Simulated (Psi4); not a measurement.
# BPH6 (SMILES [BH3-][PH3+]) at MP2/cc-pV(D+d)Z (density fitting, density fitting for correlation, sweep point 2)

Aim: the vertical ionisation energy of BPH6 at MP2/cc-pV(D+d)Z (density fitting, density fitting for correlation, sweep point 2), from 2 runs. 

Program for the calculation: Psi4 1.11.

**1. The structure to begin with**

BPH6 has 8 atoms, charge 0, and is taken as a singlet. SMILES: `[BH3-][PH3+]`. Geometry: relaxed at PBE0-D4/def2-TZVP.

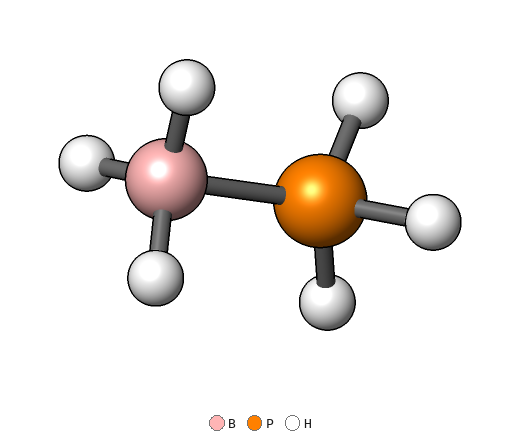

The structure, seen from a chosen angle (boron pink, phosphorus orange, hydrogen white).

**2. The energy at MP2/cc-pV(D+d)Z (density fitting, density fitting for correlation, sweep point 2)**

Contents of input.dat:

```
memory 1600 MB

molecule geom {
  0 1
  B     -0.556100     0.227200    -0.914000
  P      0.433900    -0.181600     0.667700
  H     -1.693400     0.343100    -0.520100
  H     -0.367800    -0.730200    -1.628000
  H     -0.055500     1.254200    -1.309900
  H      0.418800     0.755700     1.718800
  H      1.823100    -0.380300     0.547100
  H      0.089200    -1.345200     1.382600
  units angstrom
  symmetry c1
}

set {
  puream          true
  scf_type        df
  num_frozen_docc 6
}

E, wfn = energy('mp2/cc-pV(D+d)Z', return_wfn=True)
print_variables()
```

Launch:

```bash
$ psi4 -i input.dat -o output.dat -n 1
```

output.dat:

```text
[...]
  Running in c1 symmetry.
[...]
  Nuclear repulsion =   59.544517156228110
[...]
  Multiplicity = 1
[...]
  Nalpha       = 13
  Nbeta        = 13
[...]
    Number of basis functions: 67
[...]
   @DF-RHF iter   1:  -368.79457323565862   -3.53390e-01   4.52079e-03 DIIS/ADIIS
[...]
   @DF-RHF iter  10:  -368.88320183876777   -4.26326e-12   5.34094e-09 DIIS
[...]
    Orbital Energies [Eh]
    ---------------------
    Doubly Occupied:
       1A    -80.007304     2A     -7.549665     3A     -7.534026
       4A     -5.444611     5A     -5.444611     6A     -5.443193
       7A     -0.924821     8A     -0.694195     9A     -0.585095
      10A     -0.585067    11A     -0.438283    12A     -0.434800
      13A     -0.434786
[...]
  @DF-RHF Final Energy:  -368.88320183876777
   => Energetics <=
    Nuclear Repulsion Energy =             59.5445171562281104
    One-Electron Energy =                -625.8145245279611117
    Two-Electron Energy =                 197.3868055329651838
    Total Energy =                       -368.8832018387677749
[...]
 Multipole Moments:
 ------------------------------------------------------------------------------------
     Multipole            Electronic (a.u.)      Nuclear  (a.u.)        Total (a.u.)
 ------------------------------------------------------------------------------------
 L = 1.  Multiply by 2.5417464519 to convert [e a0] to [Debye]
 Dipole X            :          1.1598496           -0.2562415            0.9036081
 Dipole Y            :         -0.4793384            0.1061634           -0.3731750
 Dipole Z            :          1.8520224           -0.4084037            1.4436186
 Magnitude           :                                                    1.7435028
[...]
```

Run time: 1.5 s. Hardware: 1 thread of Intel Xeon 6975P-C (Granite Rapids), shared host; peak memory 0.26 GiB.

**3. The doublet cation**

Contents of bh6p.dat:

```
memory 1.6 GB

molecule {
  1 2
  B     -0.556100     0.227200    -0.914000
  P      0.433900    -0.181600     0.667700
  H     -1.693400     0.343100    -0.520100
  H     -0.367800    -0.730200    -1.628000
  H     -0.055500     1.254200    -1.309900
  H      0.418800     0.755700     1.718800
  H      1.823100    -0.380300     0.547100
  H      0.089200    -1.345200     1.382600
  units angstrom
  symmetry c1
}

set basis cc-pV(D+d)Z
set reference uhf
set puream true
set scf_type df
set num_frozen_docc 6
set maxiter 150

E, wfn = energy('mp2', return_wfn=True)
print_variables()
```

Launch:

```bash
$ psi4 -n 1 bh6p.dat bh6p.out
```

bh6p.out:

```text
[...]
  Running in c1 symmetry.
[...]
  Nuclear repulsion =   59.544517156228110
[...]
  Multiplicity = 2
[...]
  Nalpha       = 13
  Nbeta        = 12
[...]
    Number of basis functions: 67
[...]
   @DF-UHF iter   1:  -368.38113127268792    6.00521e-02   4.10189e-03 DIIS/ADIIS
[...]
   @DF-UHF iter  23:  -368.50148937491520    7.16227e-12   6.87033e-09 DIIS
[...]
   @S^2 Observed:                7.810628677E-01
[...]
    Orbital Energies [Eh]
    ---------------------
    Alpha Occupied:
       1A    -80.214265     2A     -7.846302     3A     -7.759417
       4A     -5.654642     5A     -5.654524     6A     -5.653630
       7A     -1.152199     8A     -1.008025     9A     -0.848784
      10A     -0.792037    11A     -0.769634    12A     -0.734303
      13A     -0.692725
    Alpha Virtual:
      14A     -0.051533    15A     -0.039851    16A     -0.036928
      17A     -0.004385    18A      0.023641    19A      0.023728
      20A      0.056811    21A      0.164099    22A      0.164770
      23A      0.194802    24A      0.249085    25A      0.256419
[...]
  @DF-UHF Final Energy:  -368.50148937491520
   => Energetics <=
    Nuclear Repulsion Energy =             59.5445171562281104
    One-Electron Energy =                -619.5445295327174335
    Two-Electron Energy =                 191.4985230015741138
    Total Energy =                       -368.5014893749151952
  UHF NO Occupations:
  HONO-2 :   11  A 1.9997299
  HONO-1 :   12  A 1.9849750
[...]
 Multipole Moments:
 ------------------------------------------------------------------------------------
     Multipole            Electronic (a.u.)      Nuclear  (a.u.)        Total (a.u.)
 ------------------------------------------------------------------------------------
 L = 1.  Multiply by 2.5417464519 to convert [e a0] to [Debye]
 Dipole X            :          0.0972055           -0.2562415           -0.1590360
 Dipole Y            :          0.1894503            0.1061634            0.2956136
 Dipole Z            :          0.4199804           -0.4084037            0.0115767
 Magnitude           :                                                    0.3358778
[...]
```

It took 1.7 s on 1 thread of Intel Xeon 6975P-C (Granite Rapids), shared host; peak memory 0.26 GiB.

**4. Summary of results**

Level: MP2/cc-pV(D+d)Z (density fitting, density fitting for correlation, sweep point 2), 6 core orbitals frozen.

| quantity | value |
| --- | --- |
| singlet BPH6: total energy | -369.13157 Eh |
| singlet BPH6: HOMO energy (Hartree–Fock orbitals) | -11.83 eV |
| singlet BPH6: LUMO energy (Hartree–Fock orbitals) | 3.94 eV |
| singlet BPH6: HOMO–LUMO gap (Hartree–Fock orbitals) | 15.77 eV |
| singlet BPH6: correlation energy (6 core orbitals frozen) | -248.4 mEh |
| doublet cation: total energy | -368.72291 Eh |
| doublet cation: HOMO energy (Hartree–Fock orbitals) (highest over α and β) | -18.40 eV |
| doublet cation: LUMO energy (Hartree–Fock orbitals) (lowest over α and β) | -9.04 eV |
| doublet cation: correlation energy (6 core orbitals frozen) | -221.4 mEh |
| doublet cation: ⟨S²⟩ of the reference determinant | 0.781 |
| vertical ionisation energy (to the doublet cation) | 11.120 eV |

What this shows: Removing an electron at fixed nuclei costs 11.12 eV (256 kcal/mol).
